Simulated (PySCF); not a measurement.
C7H14N2Si (SMILES [H]/N=C\C=C1\CNCC[SiH2]C1)

```yaml
atoms:
  - { symbol: N, position_ang: [3.4437, 0.7834, -1.8933] }
  - { symbol: C, position_ang: [2.5412, 0.7988, -1.0058] }
  - { symbol: C, position_ang: [1.7901, -0.3294, -0.5064] }
  - { symbol: C, position_ang: [0.8418, -0.2976, 0.4459] }
  - { symbol: C, position_ang: [0.0549, -1.5550, 0.7401] }
  - { symbol: N, position_ang: [-0.9535, -1.8644, -0.2600] }
  - { symbol: C, position_ang: [-2.0970, -0.9855, -0.3323] }
  - { symbol: C, position_ang: [-1.8507, 0.4089, -0.9452] }
  - { symbol: Si, position_ang: [-1.1021, 1.6963, 0.2390] }
  - { symbol: C, position_ang: [0.3966, 0.9217, 1.1615] }
  - { symbol: H, position_ang: [3.6440, -0.1467, -2.2651] }
  - { symbol: H, position_ang: [2.3076, 1.7779, -0.5978] }
  - { symbol: H, position_ang: [2.0289, -1.2839, -0.9674] }
  - { symbol: H, position_ang: [0.7312, -2.4155, 0.7814] }
  - { symbol: H, position_ang: [-0.4559, -1.4740, 1.7031] }
  - { symbol: H, position_ang: [-0.5208, -1.9466, -1.1750] }
  - { symbol: H, position_ang: [-2.8413, -1.5101, -0.9419] }
  - { symbol: H, position_ang: [-2.5079, -0.8882, 0.6766] }
  - { symbol: H, position_ang: [-1.2110, 0.2884, -1.8236] }
  - { symbol: H, position_ang: [-2.8032, 0.7906, -1.3160] }
  - { symbol: H, position_ang: [-0.6382, 2.8528, -0.5310] }
  - { symbol: H, position_ang: [-2.1037, 2.0864, 1.2392] }
  - { symbol: H, position_ang: [1.1965, 1.6541, 1.2394] }
  - { symbol: H, position_ang: [0.0969, 0.6574, 2.1755] }
```

Geometry: GFN2-xTB.

These are results of PySCF 2.14.0, PBE0/pcSseg-1, SCF density, gas phase, non-relativistic, not measurements.

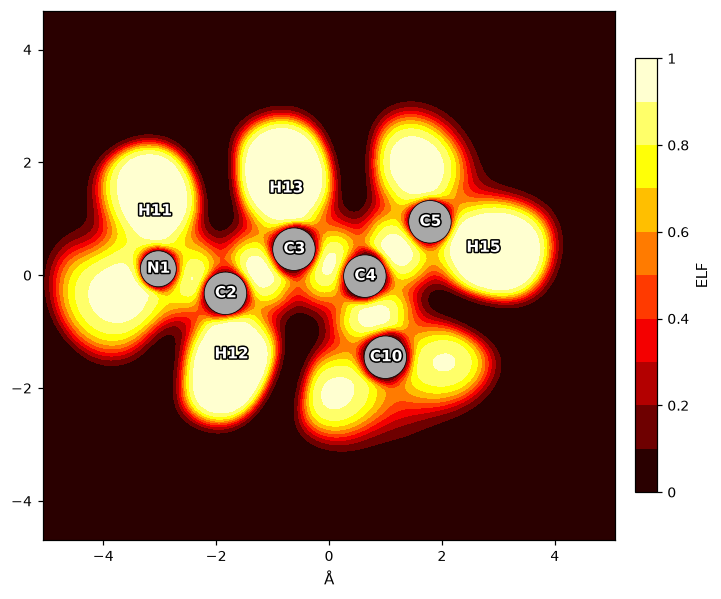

Figure 1. Electron localisation function on the plane of atoms N1, C2 and H12. Grey discs cover the atomic cores.

What do the fields say about this system?

The plane passes through N, C and H nuclei.
C–N (1.27 Å): the ELF peaks at about 0.90 between the atoms (a multiple bond).
C–C (1.34 Å): the ELF peaks at about 0.95 between the atoms: a short, multiple covalent bond.
N–H (1.02 Å): the ELF climbs to about 1 towards the hydrogen, as it does in any bond to H: an ordinary covalent bond to hydrogen.
C–C (1.44 Å): the ELF peaks at about 0.95 between the atoms (a covalent bond).
C–C (1.51 Å): the ELF peaks at about 0.95 between the atoms; localised, covalent bonding.
The ELF also peaks beside N1, away from the bonds: lone-pair regions.

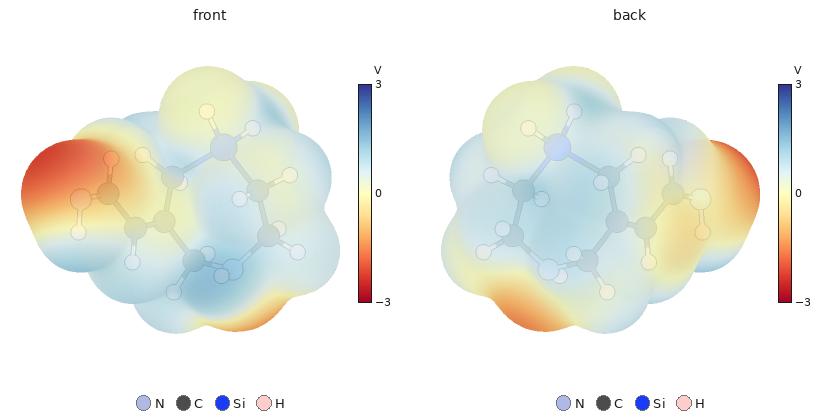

Figure 2. The electrostatic potential painted on the density surface at 0.002 e/bohr³, seen from the front and from behind; the colour scale runs from red (negative) to blue (positive).

Describe the electrostatic potential map.

The most negative region (about −2.2 V) lies over N1, the most positive (about +1.5 V) over H16. N1 is the likeliest acceptor of a hydrogen bond.
